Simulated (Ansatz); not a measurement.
# CH7Cl2GaOSi: how energies converge with the basis set

How large a basis does CH7Cl2GaOSi need? Two functionals are run in growing sets.

Program: Ansatz 0.2.0, Gaussian basis. Level of theory: one geometry, several basis sets. These are calculated values, not measurements.

The runs, in order: PBE0-D4/def2-SVP; ωB97M-V/def2-SVP; PBE0-D4/def2-QZVPP; ωB97M-V/def2-QZVPP; the functionals' def2-TZVPP values are taken from earlier runs.

## (1) The geometry

An earlier PBE0-D4 in a triple-zeta def2 set relaxation fixed the geometry.

SMILES `[CH3][Ga-]([Cl])([Cl])[OH+][SiH3]`, 13 atoms, charge 0, spin multiplicity 1.

Atoms are counted from 1 here; the program's logs count them from 0.

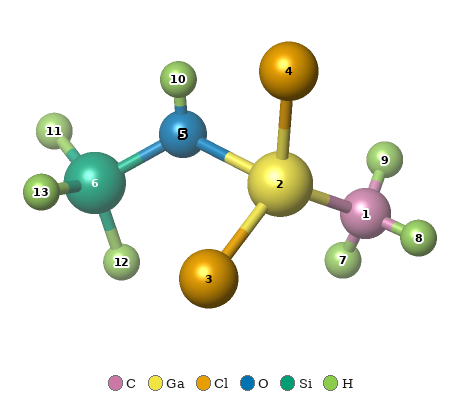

The structure; carbon pink, gallium yellow, chlorine amber, oxygen blue, silicon teal, hydrogen green; atoms are numbered from 1 in the order of the file.

As a file:

```
atom    x (Å)    y (Å)    z (Å)
  C1  -0.6360  -2.1840   0.4901
 Ga2  -0.7712  -0.2961   0.9508
 Cl3  -2.2910   0.9559   0.0246
 Cl4  -0.1654   0.4252   2.9231
  O5   0.8833   0.6636   0.0788
 Si6   0.8663   1.5860  -1.3459
  H7  -0.6931  -2.3121  -0.5917
  H8  -1.4588  -2.7362   0.9468
  H9   0.3056  -2.5960   0.8546
 H10   1.3336   1.0388   0.8474
 H11   2.2854   1.7917  -1.7226
 H12   0.1592   0.7434  -2.3272
 H13   0.2027   2.8849  -1.1140
```

## (2) PBE0-D4 in def2-SVP

File in.yaml:

```yaml
crystal:
  periodic: [false, false, false]
  atoms:
    - {symbol: C, position_ang: [-0.635983, -2.184020, 0.490106]}
    - {symbol: Ga, position_ang: [-0.771246, -0.296102, 0.950802]}
    - {symbol: Cl, position_ang: [-2.291013, 0.955943, 0.024642]}
    - {symbol: Cl, position_ang: [-0.165378, 0.425224, 2.923142]}
    - {symbol: O, position_ang: [0.883267, 0.663612, 0.078810]}
    - {symbol: Si, position_ang: [0.866327, 1.585979, -1.345937]}
    - {symbol: H, position_ang: [-0.693099, -2.312147, -0.591710]}
    - {symbol: H, position_ang: [-1.458753, -2.736221, 0.946764]}
    - {symbol: H, position_ang: [0.305597, -2.595989, 0.854562]}
    - {symbol: H, position_ang: [1.333600, 1.038803, 0.847394]}
    - {symbol: H, position_ang: [2.285379, 1.791734, -1.722587]}
    - {symbol: H, position_ang: [0.159222, 0.743367, -2.327243]}
    - {symbol: H, position_ang: [0.202679, 2.884917, -1.114044]}
basis:
  gaussian: {orbitals: def2-SVP}
hamiltonian: {xc: pbe0, dispersion: d4}
output: {orbitals: {seedname: orbitals}}
```

Launch:

```sh
> ansatz run in.yaml --threads 4 --pin off --events-out ev --progress --plain --max-ram 11315MiB
```

Standard output:

```text
Functional definition: PBE0
  name "PBE0"
  cite "Adamo & Barone, J. Chem. Phys. 110, 6158 (1999) doi:10.1063/1.478522"
  cite "Perdew, Burke & Ernzerhof, Phys. Rev. Lett. 77, 3865 (1996) doi:10.1103/PhysRevLett.77.3865"
  parent pbe
  parameter a = 0.25
  parameter kappa = 0.804
  parameter beta = 0.06672455060314922
  exchange = (1 - a)*pbe_x(kappa = kappa, mu = beta*pi^2/3) + a*exact_x
  correlation = pbe_c(beta = beta)
1439 factors; integrals over basis functions are off by at most 1.2e-3 eV
mean field evaluation 1: about -88455.0843 eV, gradient 6.1e1 eV
mean field evaluation 2: about -88449.9056 eV, gradient 7.9e1 eV
mean field evaluation 4: about -88462.4367 eV, gradient 3.1e0 eV
mean field evaluation 8: about -88462.5604 eV, gradient 2.9e-1 eV
mean field evaluation 16: about -88462.5606 eV, gradient 4.4e-5 eV
mean field -88462.56057604 eV, -3250.9391390923 hartree, gradient 4.4e-5 eV, S^2 0.000000; 0 other end points of the search recorded, 0 dependent functions left out
reference -88462.56060937 eV, -3250.9391403172 hartree; 50, 50 occupied and 99, 99 virtual orbitals, 1439 factors
Total energy: -88462.90759845 eV, -3250.9518919308 hartree
```

It took 2.9 s on 4 threads of Arm Neoverse V2, shared host.

## (3) ωB97M-V in def2-SVP

in.yaml: that of step 2 with these lines changed.

```diff
@@ -18,3 +18,3 @@
   gaussian: {orbitals: def2-SVP}
-hamiltonian: {xc: pbe0, dispersion: d4}
+hamiltonian: {xc: {name: wB97M-V}}
 output: {orbitals: {seedname: orbitals}}
```

Same command.

Standard output, cut to the lines that bear on the results:

```text
Functional definition: wB97M-V
  name "wB97M-V"
  cite "Mardirossian & Head-Gordon, J. Chem. Phys. 144, 214110 (2016) doi:10.1063/1.4952647"
  cite "Becke, J. Chem. Phys. 107, 8554 (1997) doi:10.1063/1.475007"
  cite "Vydrov & Van Voorhis, J. Chem. Phys. 133, 244103 (2010) doi:10.1063/1.3521275"
  # Of w^i u^j: cxij and so on, Table III.
[...]
  gx(w, u) = 1 - cx + cx01*u + cx10*w
  gss(w, u) = css00 + css04*u^4 + css10*w + css20*w^2 + css43*w^4*u^3
  gos(w, u) = cos00 + cos10*w + (cos20 + cos21*u)*w^2 + (cos60 + cos61*u)*w^6
[...]
      + integral(e_c_pw_mod_opposite_spin*gos(b97_w_opposite, b97_u_opposite)) + vv10(b, c)
1439 factors; integrals over basis functions are off by at most 1.2e-3 eV
408 factors; integrals over basis functions are off by at most 5.6e-6 eV
[...]
mean field -88478.62289445 eV, -3251.5294184063 hartree, gradient 3.3e-5 eV, S^2 0.000000; 0 other end points of the search recorded, 0 dependent functions left out
reference -88478.62294692 eV, -3251.5294203347 hartree; 50, 50 occupied and 99, 99 virtual orbitals, 1439 factors
Total energy: -88478.62294692 eV, -3251.5294203347 hartree
```

Wall time 10 s (4 threads of Arm Neoverse V2, shared host).

## (4) PBE0-D4 in def2-QZVPP

in.yaml: that of step 3 with these lines changed.

```diff
@@ -17,4 +17,4 @@
 basis:
-  gaussian: {orbitals: def2-SVP}
-hamiltonian: {xc: {name: wB97M-V}}
+  gaussian: {orbitals: "def2-QZVPP.json"}
+hamiltonian: {xc: pbe0, dispersion: d4}
 output: {orbitals: {seedname: orbitals}}
```

Same command.

Standard output:

```text
Functional definition: PBE0
  name "PBE0"
  cite "Adamo & Barone, J. Chem. Phys. 110, 6158 (1999) doi:10.1063/1.478522"
  cite "Perdew, Burke & Ernzerhof, Phys. Rev. Lett. 77, 3865 (1996) doi:10.1103/PhysRevLett.77.3865"
  parent pbe
  parameter a = 0.25
  parameter kappa = 0.804
  parameter beta = 0.06672455060314922
  exchange = (1 - a)*pbe_x(kappa = kappa, mu = beta*pi^2/3) + a*exact_x
  correlation = pbe_c(beta = beta)
2488 factors; their error is unknown
mean field evaluation 1: about -88476.3993 eV, gradient 7.5e1 eV
mean field evaluation 2: about -88467.3803 eV, gradient 1.0e2 eV
mean field evaluation 4: about -88486.5860 eV, gradient 5.2e0 eV
mean field evaluation 8: about -88486.6371 eV, gradient 3.4e-1 eV
mean field evaluation 16: about -88486.8186 eV, gradient 2.7e-4 eV
mean field -88486.81861189 eV, -3251.8306054670 hartree, gradient 1.4e-5 eV, S^2 0.000000; 0 other end points of the search recorded, 0 dependent functions left out
reference -88486.81865847 eV, -3251.8306071789 hartree; 50, 50 occupied and 573, 573 virtual orbitals, 2488 factors
Total energy: -88487.16564755 eV, -3251.8433587925 hartree
```

Run time: 31 s. Hardware: 4 threads of Arm Neoverse V2, shared host; peak memory 3.7 GiB.

## (5) ωB97M-V in def2-QZVPP

in.yaml: that of step 4 with these lines changed.

```diff
@@ -18,3 +18,3 @@
   gaussian: {orbitals: "def2-QZVPP.json"}
-hamiltonian: {xc: pbe0, dispersion: d4}
+hamiltonian: {xc: {name: wB97M-V}}
 output: {orbitals: {seedname: orbitals}}
```

Same command.

Standard output, cut to the lines that bear on the results:

```text
Functional definition: wB97M-V
  name "wB97M-V"
  cite "Mardirossian & Head-Gordon, J. Chem. Phys. 144, 214110 (2016) doi:10.1063/1.4952647"
  cite "Becke, J. Chem. Phys. 107, 8554 (1997) doi:10.1063/1.475007"
  cite "Vydrov & Van Voorhis, J. Chem. Phys. 133, 244103 (2010) doi:10.1063/1.3521275"
  # Of w^i u^j: cxij and so on, Table III.
[...]
  gx(w, u) = 1 - cx + cx01*u + cx10*w
  gss(w, u) = css00 + css04*u^4 + css10*w + css20*w^2 + css43*w^4*u^3
  gos(w, u) = cos00 + cos10*w + (cos20 + cos21*u)*w^2 + (cos60 + cos61*u)*w^6
[...]
      + integral(e_c_pw_mod_opposite_spin*gos(b97_w_opposite, b97_u_opposite)) + vv10(b, c)
2431 factors; their error is unknown
486 factors; integrals over basis functions are off by at most 1.9e-5 eV
[...]
mean field -88502.80212492 eV, -3252.4179887368 hartree, gradient 2.7e-5 eV, S^2 0.000000; 0 other end points of the search recorded, 0 dependent functions left out
reference -88502.80220072 eV, -3252.4179915226 hartree; 50, 50 occupied and 573, 573 virtual orbitals, 2431 factors
Total energy: -88502.80220072 eV, -3252.4179915226 hartree
```

Wall time 57 s (4 threads of Arm Neoverse V2, shared host); peak memory 4.3 GiB.

## (6) Functionals by basis

The def2-TZVPP values come from earlier runs at the same geometry.

| functional | basis | functions | energy (eV) | from the largest (eV) | HOMO (eV) | LUMO (eV) |
| --- | --- | --- | --- | --- | --- | --- |
| PBE0-D4 | def2-SVP | 149 | -88462.9076 | 24.258 | -8.09 | -0.51 |
| PBE0-D4 | def2-TZVPP | 334 | -88484.7970 | 2.369 | -8.23 | -0.92 |
| PBE0-D4 | def2-QZVPP | 623 | -88487.1656 | 0.000 | -8.26 | -1.04 |
| ωB97M-V | def2-SVP | 149 | -88478.6229 | 24.179 | -10.25 | 1.35 |
| ωB97M-V | def2-TZVPP | 334 | -88500.5350 | 2.267 | -10.42 | 0.75 |
| ωB97M-V | def2-QZVPP | 623 | -88502.8022 | 0.000 | -10.47 | 0.48 |

## (7) Outcome

| quantity | value |
| --- | --- |
| PBE0-D4: double and triple zeta above quadruple | 24.26, 2.37 eV |
| ωB97M-V: double and triple zeta above quadruple | 24.18, 2.27 eV |

In words: PBE0-D4 gains 21.89 eV from double to triple zeta, then 2.37 eV more. Total energies overstate the basis error of differences, where much of it tends to cancel. The LUMO of ωB97M-V is positive and keeps falling with the basis (1.35 to 0.48 eV): an unbound level that the basis holds in place.

For PBE0-D4 the largest set took about 11 times as long as the smallest (31 s against 2.9 s).
